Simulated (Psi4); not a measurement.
# B3LYP/6-31G(d) (spherical functions) run of SiH4O4 (orthosilicic acid)

Aim: the vertical ionisation energy of SiH4O4 (orthosilicic acid) at B3LYP/6-31G* (spherical functions), from 2 runs. 

Program for the calculation: Psi4 1.11.

### 1 The structure to begin with

SiH4O4 has 9 atoms, charge 0, and is taken as a singlet. SMILES: `O[Si](O)(O)O`. The coordinates come from a PBE0-D4/def2-TZVP relaxation. This is one conformer, not always the lowest.

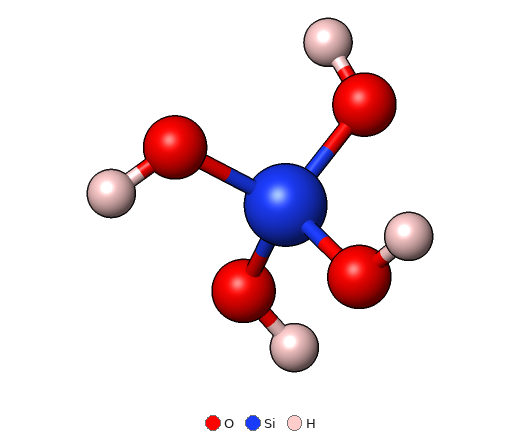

Viewed from a chosen angle; oxygen red, silicon blue, hydrogen pink.

### 2 Energy and gradient at B3LYP/6-31G(d) (spherical functions)

input.dat

```
memory 2200 mb

molecule molecule1 {
  O     -1.83123910     1.46708888    -1.99849876
  Si     0.00001890     0.00005669    -0.00007559
  O      2.88676453     0.81953643    -0.70326158
  O     -0.08152279    -3.07889298    -0.11319459
  O     -0.97396484     0.79249444     2.81467147
  H     -1.20840427     1.64358930    -3.68936900
  H      4.20705948    -0.25543428    -0.08728645
  H     -1.45138525    -3.88552258     0.75339601
  H     -1.54728885     2.49712190     3.02363739
  units au
  symmetry c1
  no_reorient
  no_com
}

set puream true
set e_convergence 1e-09
set d_convergence 1e-08
set scf_type pk
set dft_radial_points 99
set dft_spherical_points 590

e, wfn = gradient("b3lyp/6-31G*", return_wfn=True)
oeprop(wfn, "DIPOLE", "QUADRUPOLE", "WIBERG_LOWDIN_INDICES", title="B3LYP")
```

Run with:

```
$ psi4 input.dat output.dat -n 1
```

output.dat:

```text
[...]
  Running in c1 symmetry.
[...]
  Nuclear repulsion =  269.977267110290256
[...]
  Multiplicity = 1
[...]
  Nalpha       = 25
  Nbeta        = 25
[...]
    Number of basis functions: 82
[...]
   @RKS iter   1:  -592.42969581190835   -1.01637e-01   1.46034e-02 ADIIS/DIIS
[...]
   @RKS iter  10:  -592.95883818939024    5.68434e-13   1.01292e-09 DIIS
[...]
    Orbital Energies [Eh]
    ---------------------
    Doubly Occupied:
       1A    -66.184081     2A    -19.139052     3A    -19.139023
       4A    -19.139022     5A    -19.139016     6A     -5.329539
       7A     -3.688798     8A     -3.688797     9A     -3.688618
      10A     -1.033831    11A     -0.996019    12A     -0.996018
      13A     -0.990589    14A     -0.585253    15A     -0.524076
      16A     -0.524074    17A     -0.514779    18A     -0.390622
      19A     -0.368929    20A     -0.364886    21A     -0.364884
      22A     -0.340213    23A     -0.338809    24A     -0.308606
      25A     -0.308604
[...]
  @RKS Final Energy:  -592.95883818939024
   => Energetics <=
    Nuclear Repulsion Energy =            269.9772671102902564
    One-Electron Energy =               -1356.7082922379267984
    Two-Electron Energy =                 539.8687240374074463
    DFT Exchange-Correlation Energy =     -46.0965370991612247
    Empirical Dispersion Energy =           0.0000000000000000
    VV10 Nonlocal Energy =                  0.0000000000000000
    Total Energy =                       -592.9588381893902351
[...]
  -Total Gradient:
     Atom            X                  Y                   Z
    ------   -----------------  -----------------  -----------------
       1        0.011241256329    -0.005896270902     0.000087295413
       2        0.000004092241    -0.000001618769     0.000000035510
       3       -0.006031889308    -0.009029855447     0.006578935106
       4       -0.006886202434     0.009567818878     0.004711878325
       5        0.001671344832     0.005365513086    -0.011382056911
       6       -0.003611708298    -0.000568408870     0.007640140540
       7       -0.005606609268     0.005540675136    -0.003080456806
       8        0.006572760487     0.003065150617    -0.004365821191
       9        0.002646894948    -0.008042945294    -0.000189944336
[...]
 Multipole Moments:
 ------------------------------------------------------------------------------------
     Multipole            Electronic (a.u.)      Nuclear  (a.u.)        Total (a.u.)
 ------------------------------------------------------------------------------------
 L = 1.  Multiply by 2.5417464519 to convert [e a0] to [Debye]
 Dipole X            :         -0.0005570            0.0005481           -0.0000089
 Dipole Y            :         -0.0025133            0.0023622           -0.0001511
 Dipole Z            :          0.0031693           -0.0029480            0.0002213
 Magnitude           :                                                    0.0002681
 L = 2.  Multiply by 1.3450342976 to convert [e a0^2] to [Debye ang]
 Quadrupole XX       :       -148.9840483          124.7970088          -24.1870395
 Quadrupole XY       :          7.9312876           -8.0182750           -0.0869874
[...]
```

Wall time 20 s (1 thread of AMD EPYC 7B13 (Zen 3), shared host); peak memory 1.3 GiB.

### 3 The doublet cation

calc.py

```python
import psi4

psi4.set_memory('2200 MB')
psi4.set_num_threads(1)
psi4.core.set_output_file('output.dat', False)

molecule = psi4.geometry("""
1 2
O
Si 1 1.630981
O 2 1.630975 1 106.38019
O 2 1.63098 3 106.38066 1 124.05948
O 2 1.630982 3 115.84778 1 -117.9703
H 1 0.958106 2 116.58611 3 36.75556
H 3 0.958113 2 116.58438 4 -36.74079
H 4 0.958111 2 116.58379 3 160.76572
H 5 0.958106 2 116.58573 3 81.24287
symmetry c1
no_reorient
no_com
""")

psi4.set_options({
    'reference': 'uks',
    'puream': True,
    'e_convergence': 1e-09,
    'd_convergence': 1e-08,
    'scf_type': 'pk',
    'dft_radial_points': 99,
    'dft_spherical_points': 590,
    'maxiter': 100,
})

result = psi4.gradient("b3lyp/6-31G*", molecule=molecule)
print('gradient / Eh bohr^-1')
print(result.np.round(6))
for k, v in sorted(psi4.core.scalar_variables().items()):
    print(f'{k:45s} {v:18.10f}')
```

Run with:

```
$ python calc.py
```

output.dat (excerpt; [...] marks lines left out):

```text
[...]
  Running in c1 symmetry.
[...]
  Nuclear repulsion =  269.977287468162217
[...]
  Multiplicity = 2
[...]
  Nalpha       = 25
  Nbeta        = 24
[...]
    Number of basis functions: 82
[...]
   @UKS iter   1:  -592.23479355185009    9.32655e-02   1.13215e-02 ADIIS/DIIS
[...]
   @UKS iter  18:  -592.55567392132434   -1.13687e-13   4.44204e-09 DIIS
[...]
   @S^2 Observed:                7.560904228E-01
[...]
  @UKS Final Energy:  -592.55567392132434
   => Energetics <=
    Nuclear Repulsion Energy =            269.9772874681622170
    One-Electron Energy =               -1343.5328991417275120
    Two-Electron Energy =                 526.7554616908935259
    DFT Exchange-Correlation Energy =     -45.7555239386526722
    Empirical Dispersion Energy =           0.0000000000000000
    VV10 Nonlocal Energy =                  0.0000000000000000
    Total Energy =                       -592.5556739213243418
[...]
 Multipole Moments:
 ------------------------------------------------------------------------------------
     Multipole            Electronic (a.u.)      Nuclear  (a.u.)        Total (a.u.)
 ------------------------------------------------------------------------------------
 L = 1.  Multiply by 2.5417464519 to convert [e a0] to [Debye]
 Dipole X            :          0.0258995            0.0000274            0.0259269
 Dipole Y            :         -0.0139731            0.0002551           -0.0137181
 Dipole Z            :          0.0186301            0.0002934            0.0189235
 Magnitude           :                                                    0.0349068
[...]
  -Total Gradient:
     Atom            X                  Y                   Z
    ------   -----------------  -----------------  -----------------
       1        0.005507453577    -0.014597045835    -0.004479079524
       2       -0.002853268230     0.001500915322    -0.001990576048
       3       -0.003597010620     0.004657367734     0.011040257388
       4        0.005798726945     0.008592429406     0.012489385761
       5        0.005588089327    -0.005698586840    -0.009652901635
       6        0.004354084493     0.016005721006     0.017193850843
       7        0.001854225185     0.009505911908    -0.019980631310
       8        0.004662103637    -0.020791648147    -0.010801569166
       9       -0.021313796114     0.000824661653     0.006181585843
[...]
```

Standard output:

```text
gradient / Eh bohr^-1
[[ 0.005507 -0.014597 -0.004479]
 [-0.002853  0.001501 -0.001991]
 [-0.003597  0.004657  0.01104 ]
 [ 0.005799  0.008592  0.012489]
 [ 0.005588 -0.005699 -0.009653]
 [ 0.004354  0.016006  0.017194]
 [ 0.001854  0.009506 -0.019981]
 [ 0.004662 -0.020792 -0.010802]
 [-0.021314  0.000825  0.006182]]
CURRENT ENERGY                                   -592.5556739213
CURRENT REFERENCE ENERGY                         -592.5556739213
DD SOLVATION ENERGY                                 0.0000000000
DFT FUNCTIONAL TOTAL ENERGY                      -592.5556739213
DFT TOTAL ENERGY                                 -592.5556739213
DFT VV10 ENERGY                                     0.0000000000
DFT XC ENERGY                                     -45.7555239387
GRID ELECTRONS ALPHA                               25.0000004437
GRID ELECTRONS BETA                                24.0000003235
GRID ELECTRONS TOTAL                               49.0000007672
NUCLEAR REPULSION ENERGY                          269.9772874682
ONE-ELECTRON ENERGY                             -1343.5328991417
PCM POLARIZATION ENERGY                             0.0000000000
PE ENERGY                                           0.0000000000
SCF ITERATION ENERGY                             -592.5556739213
SCF ITERATIONS                                     18.0000000000
SCF TOTAL ENERGY                                 -592.5556739213
TWO-ELECTRON ENERGY                               526.7554616909
XC GRID RADIAL POINTS                              99.0000000000
XC GRID SPHERICAL POINTS                          590.0000000000
XC GRID TOTAL POINTS                           500352.0000000000
```

Run time: 46 s. Hardware: 1 thread of AMD EPYC 7B13 (Zen 3), shared host; peak memory 1.3 GiB.

### 4 What came out

At B3LYP/6-31G* (spherical functions):

| quantity | value |
| --- | --- |
| singlet SiH4O4: total energy | -592.95884 Eh |
| singlet SiH4O4: dipole moment | 0.00 D |
| singlet SiH4O4: HOMO energy | -8.40 eV |
| singlet SiH4O4: LUMO energy | 0.93 eV |
| singlet SiH4O4: HOMO–LUMO gap | 9.33 eV |
| singlet SiH4O4: largest force on an atom | 0.653 eV/Å |
| doublet cation: total energy | -592.55567 Eh |
| doublet cation: HOMO energy (highest over α and β) | -14.82 eV |
| doublet cation: LUMO energy (lowest over α and β) | -13.55 eV |
| doublet cation: ⟨S²⟩ | 0.756 |
| doublet cation: largest force on an atom | 1.229 eV/Å |
| vertical ionisation energy (to the doublet cation) | 10.971 eV |

Removing an electron at fixed nuclei costs 10.97 eV (1059 kJ/mol). The largest force (singlet SiH4O4) is 0.65 eV/Å: the shape isn't a stationary point for this species at this level. The negative HOMO energy of the first species, 8.40 eV, lies 2.57 eV below that difference.
